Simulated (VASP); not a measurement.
Band structure of LaSi (relaxed from the NiAs type structure, space group P6_3/mmc). Method: PBEsol GGA, VASP's PBE PAW potentials (set 64) (plane waves; VASP).

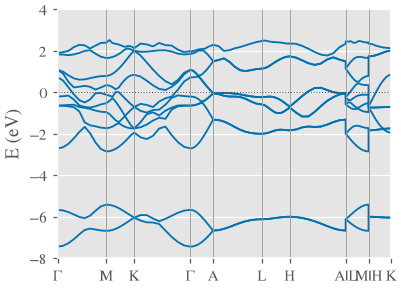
Figure. Bands along high-symmetry lines, zero at the valence-band maximum or, without a gap, the Fermi level

**Question.** Read the plot: is there a gap, and where are the band edges?

**Answer.** It has no gap at this level: it comes out as a metal or semimetal. (Edges off the drawn lines would not show.)

The structure was generated: LaSi was put into the NiAs type type (P6_3/mmc), which need not be its known phase. It was relaxed first, which changed the volume by -27 %.
